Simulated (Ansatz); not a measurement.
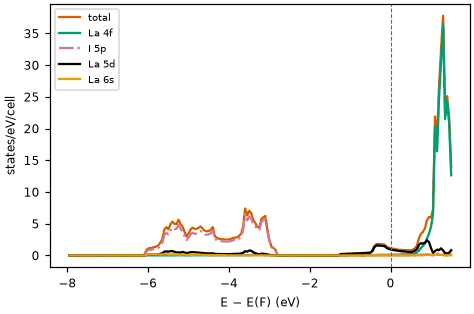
Figure. Total and projected density of states of LaI$_{2}$ (MoSi2 or CaC2 type, I4/mmm), r²SCAN+D4 (plane waves, PAW; program Ansatz)

Question: Which orbitals carry the states next to the Fermi level?

Answer: Within 0.5 eV of the Fermi level: La 5d 82 %, La 4f 9 %, I 5p 5 %. Projections are on Löwdin-orthogonalised atomic valence shells; empty p or d shells of many metals are not among them.

Question: Where is the tallest occupied peak in this window, and what makes it?

Answer: Near -3.6 eV, about 7.4 states/eV per cell; the largest projected share is I 5p.

The workflow started from an entry of the Crystallography Open Database (COD). Whether it is the stable phase at ambient conditions was not checked. The cell was relaxed with r²SCAN+D4 under the symmetry of its start; whether a distortion lowers the energy is not shown. With an odd number of electrons in the cell and no spin polarisation, the count alone makes it a metal. Spin–orbit coupling is left out wherever it is not named.

Potentials: the later of the program's two PAW sets.
